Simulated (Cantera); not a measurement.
Input: 1 mol SiHCl3, 13 mol N2, held at 0.230 bar.

Equilibrium computed with Cantera from the NASA thermochemical tables; the gas is ideal and each condensed phase is pure. Candidate condensed phases: NH4Cl, Si, Si3N4; 28 gas species. N2 is the only nitrogen source here; it is nearly inert below about 1500 K, so the nitride shown seldom forms there in practice. The tables' values for SiCl3 are old estimates; treat these amounts as uncertain. Equilibrium is a limit: real reactors are often held back by kinetics, nucleation or transport.

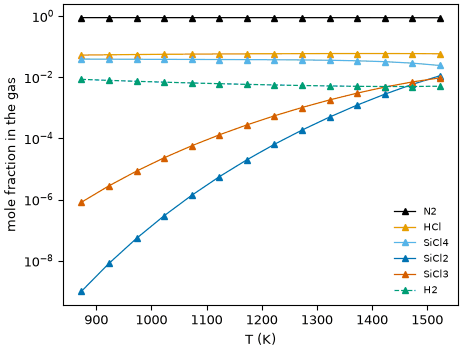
Equilibrium gas composition (values under 1e-9 drawn at 1e-9)

From 873 K to 1523 K the condensed part is Si3N4(s). The main Si-bearing gas is SiCl4 throughout. The share of Si in condensed phases is highest at 1223 K (45.7 %) and lowest at 1523 K (34.6 %).
